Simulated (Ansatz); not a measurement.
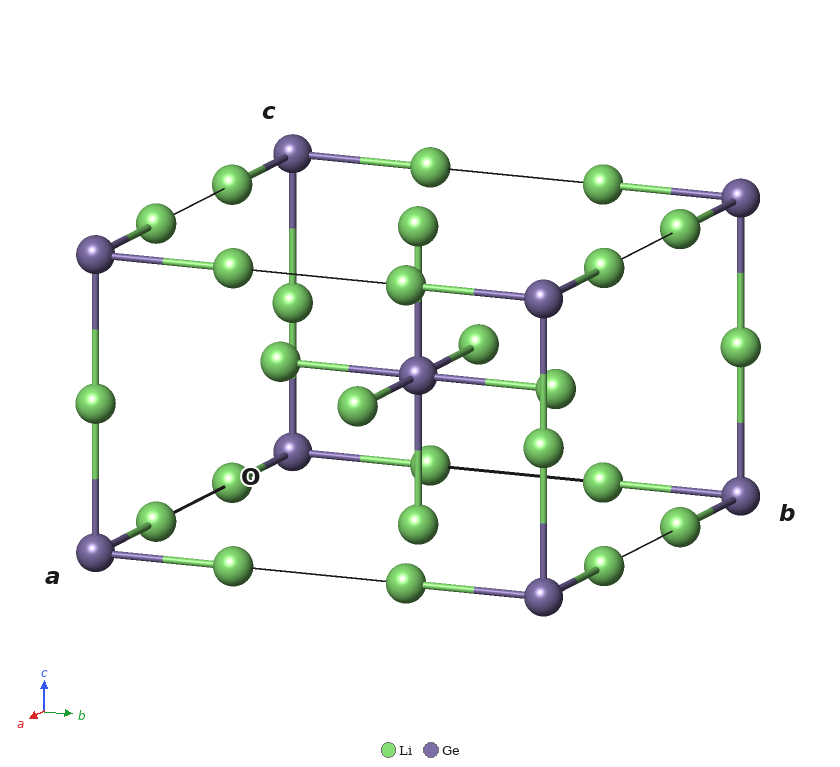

For Li₅Ge, coordinates from a relaxation with Ansatz, DFT PBE, scalar-relativistic, plane waves, PAW; the starting structure was generated, so it need not be a known form of this composition: one unit cell is drawn above. All values are computed from the atomic coordinates in the standard setting (tolerance 0.002 Å).

```xyz
12
Lattice="7.9667 0.0000 0.0000 0.0000 7.9667 0.0000 0.0000 0.0000 4.9795" Properties=species:S:1:pos:R:3 pbc="T T T"
Li    1.5363    3.9834    2.4897
Li    6.4304    3.9834    2.4897
Li    0.0000    5.5196    0.0000
Li    0.0000    2.4471    0.0000
Li    0.0000    0.0000    2.4897
Ge    0.0000    0.0000    0.0000
Li    5.5196    0.0000    0.0000
Li    2.4471    0.0000    0.0000
Li    3.9834    1.5363    2.4897
Li    3.9834    6.4304    2.4897
Li    3.9834    3.9834    0.0000
Ge    3.9834    3.9834    2.4897
```

What is its point group?

4/mmm (D4h), order 16, tetragonal system: one fourfold axis, four twofold axes, five mirror planes, an inversion centre.

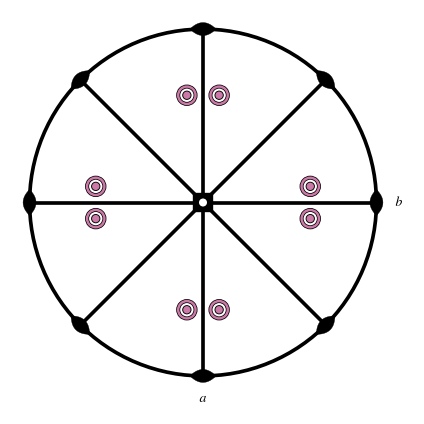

Stereographic projection: filled dots lie in the upper hemisphere, open rings in the lower; heavy lines are mirror planes (a heavy rim: a mirror in the plane of the page); lens, triangle, square and hexagon are 2-, 3-, 4- and 6-fold axes, a lens in an open square is −4, a triangle in an open hexagon −6; thin dashed diameters join the ends of axes that lie in the page; a small open circle marks inversion. The poles are one general form. The c axis points at the viewer.

What does this class allow?

Class 4/mmm is centrosymmetric, so neither piezoelectric nor pyroelectric; it is not chiral. Its Laue class is 4/mmm.
